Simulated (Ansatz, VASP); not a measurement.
# BiB in two plane-wave programs, part 2 of 2

Aim: how closely do two programs agree when they are given the same cell, functional and k mesh? The cell is invented: As first built, before any earlier steps moved the atoms: it takes the BP structure with some of its atoms replaced by other elements, volume scaled by an estimate. It may not be a known or stable phase. The cell comes out of the VASP series on this material, whose earlier steps may have relaxed, scaled or displaced it; both programs get it as it stands.

VASP 6.6.1 and Ansatz 0.2.0.

So far: The structure; Ansatz: band structure, PBE0; VASP: band structure, PBE0.

**3. VASP: band structure, PBE0 (continued)**

Level of this step: PBE0; plane waves and PAW (Bi_d, B); invented cell (VASP).

Numbers of over 12 decimals in the logs are rounded to 6 here.

Parts of OUTCAR (step 3):

```text
ion  position               nearest neighbor table
   1  0.250  0.250  0.250-   2 2.39   2 2.39   2 2.39   2 2.39
   2  0.000  0.000  0.000-   1 2.39   1 2.39   1 2.39   1 2.39

  LATTYP: Found a face centered cubic cell.
 ALAT       =     5.5227522540

 Subroutine GETGRP returns: Found 24 space group operations
 (whereof 24 operations were pure point group operations)

The static configuration has the point symmetry T_d .

 Found      8 irreducible k-points:

   k-points           NKPTS =      8   k-points in BZ     NKDIM =     64   number of bands    NBANDS=     15

   dimension x,y,z NGX =    28 NGY =   28 NGZ =   28
   dimension x,y,z NGXF=    56 NGYF=   56 NGZF=   56

   ENCUT  =  420.0 eV  30.87 Ry    5.56 a.u.   6.53  6.53  6.53*2*pi/ulx,y,z

   NELECT =      18.0000    total number of electrons

 k-points in reciprocal lattice and weights: Automatic mesh
   0.00000000  0.00000000  0.00000000       0.016
   0.25000000  0.00000000  0.00000000       0.125
   0.50000000  0.00000000  0.00000000       0.062
   0.25000000  0.25000000  0.00000000       0.094
   0.50000000  0.25000000  0.00000000       0.375
  -0.25000000  0.25000000  0.00000000       0.188
   0.50000000  0.50000000  0.00000000       0.047
  -0.25000000  0.50000000  0.25000000       0.094

  exchange ACFDT corr.  =         0.00000000  see jH, gK, PRB 81, 115126

 average (electrostatic) potential at core
       1 -97.7835       2 -23.3770

 E-fermi :   6.4468

 k-point     1 :       0.0000    0.0000    0.0000
  band No.  band energies     occupation
    ...
      5     -18.6915      2.00000
      6      -9.1544      2.00000
      7       6.3212      2.00000
      8       6.3212      2.00000
      9       6.3212      2.00000
     10       7.8426      0.00000
     11      10.4209      0.00000
     12      10.4209      0.00000
     13      10.4209      0.00000
     14      13.9947      0.00000
    ...

 k-point     2 :       0.2500    0.0000    0.0000
  band No.  band energies     occupation
    ...
      5     -18.6878      2.00000
      6      -8.2704      2.00000
      7       1.1843      2.00000
      8       5.2494      2.00000
      9       5.2494      2.00000
     10       8.3269      0.00000
     11      11.6066      0.00000
     12      11.6066      0.00000
     13      12.6271      0.00000
     14      15.7293      0.00000
    ...

 k-point     3 :       0.5000    0.0000    0.0000
  band No.  band energies     occupation
    ...
      5     -18.6736      2.00000
      6      -6.8429      2.00000
      7      -2.2014      2.00000
      8       4.5576      2.00000
      9       4.5576      2.00000
     10       7.9176      0.00000
     11      11.8901      0.00000
     12      11.8901      0.00000
     13      13.9476      0.00000
     14      16.4394      0.00000
    ...

  energy-cutoff  :      420.00
  volume of cell :       42.11
      direct lattice vectors                 reciprocal lattice vectors
     0.000000000  2.761376127  2.761376127    -0.181069140  0.181069140  0.181069140
     2.761376127  0.000000000  2.761376127     0.181069140 -0.181069140  0.181069140
     2.761376127  2.761376127  0.000000000     0.181069140  0.181069140 -0.181069140

 POSITION                                       TOTAL-FORCE (eV/Angst)
 -----------------------------------------------------------------------------------
      1.38069      1.38069      1.38069         0.000000      0.000000     -0.000000
      0.00000      0.00000      0.00000        -0.000000     -0.000000      0.000000
 -----------------------------------------------------------------------------------
    total drift:                                0.000012      0.000025      0.000009

  FREE ENERGIE OF THE ION-ELECTRON SYSTEM (eV)
  ---------------------------------------------------
  free  energy   TOTEN  =       -11.1263519126 eV

  energy  without entropy=      -11.1263519126  energy(sigma->0) =      -11.12635191

 total charge
# of ion       s       p       d       tot
------------------------------------------
    1        1.433   1.658   9.959  13.050
    2        0.644   1.004   0.000   1.647
--------------------------------------------------
tot          2.076   2.661   9.959  14.697

[... 3 further parts left out ...]
```

**4. Differences**

Known differences besides the PAW data sets themselves: exact exchange at q = 0 is treated differently, which shows on coarse meshes; VASP keeps PBE cores, Ansatz makes them for the functional; VASP takes a coarser grid for exact exchange (PRECFOCK = Fast). Total energies have different zeros and are not compared.

Both answers:

```tsv
quantity	Ansatz	VASP	difference
gap over the path points (eV)	1.517	1.521	-0.005
```

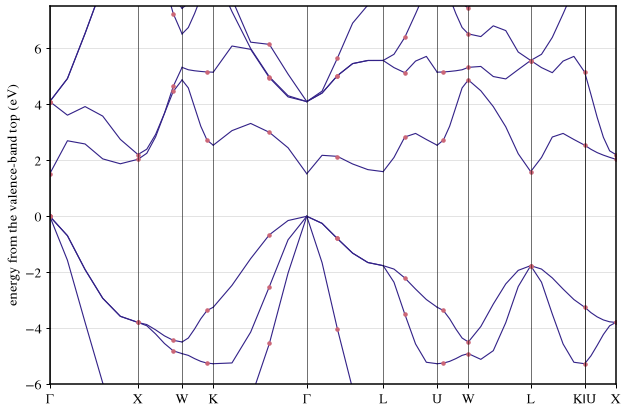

Bands from VASP (lines) and levels from Ansatz (dots). Dots without a line are higher empty bands that the VASP plot leaves out.

Levels at points of the path, from each program's valence-band top (eV; 3 filled, then empty):

```tsv
k (reciprocal lattice)	Ansatz	VASP
0.000 0.000 0.000	0.00 0.00 0.00 1.52 4.09 4.09	0.00 0.00 0.00 1.52 4.10 4.10
0.500 0.000 0.500	-8.76 -3.79 -3.79 2.03 2.21 10.16	-8.77 -3.79 -3.79 2.04 2.21 10.17
0.500 0.200 0.700	-8.47 -4.82 -4.43 4.48 4.64 7.24	-8.47 -4.81 -4.43 4.46 4.64 7.24
0.400 0.350 0.750	-8.43 -5.25 -3.36 2.72 5.16 8.40	-8.44 -5.25 -3.37 2.72 5.16 8.40
0.150 0.150 0.300	-4.53 -2.52 -0.65 3.00 4.96 4.99	-4.55 -2.51 -0.66 3.00 4.95 4.98
0.200 0.200 0.200	-4.01 -0.79 -0.79 2.13 5.02 5.02	-4.02 -0.80 -0.80 2.14 5.02 5.02
0.550 0.400 0.550	-8.36 -3.49 -2.20 2.84 5.13 6.40	-8.37 -3.49 -2.20 2.83 5.13 6.39
0.600 0.250 0.650	-8.43 -5.25 -3.36 2.72 5.16 8.40	-8.44 -5.25 -3.37 2.72 5.16 8.40
0.500 0.250 0.750	-8.43 -4.92 -4.49 4.89 5.32 6.52	-8.43 -4.91 -4.49 4.87 5.32 6.52
0.500 0.500 0.500	-8.51 -1.76 -1.76 1.60 5.56 5.56	-8.52 -1.76 -1.76 1.60 5.57 5.57
```

Among the levels compared (up to four filled and three empty ones at each point), filled levels agree within 14 meV and empty ones within 15 meV.

**5. Summary of results**

```json
{"difference in gap over the path points (band structure, PBE0)": "-0.0046 eV"}
```

In words: The difference in gap over the path points is -0.0046 eV (band structure, PBE0), within the 0.08 eV picked in this series as the mark of a large difference. How closely two codes agree says nothing of how well the functional describes the real material.

[Lines on the potential files, build, host, timing and source positions are cut from VASP's logs without a mark.]

[Logs are printed without paths, hosts, clocks, repeated set-up lines and the standing remarks that a program may print on its own settings, such as how far it seeks lower states.]

[Hosts, paths, dates, database ids (printed as entryN), source tags and the programs' standing remarks are cut or masked in the printed files.]
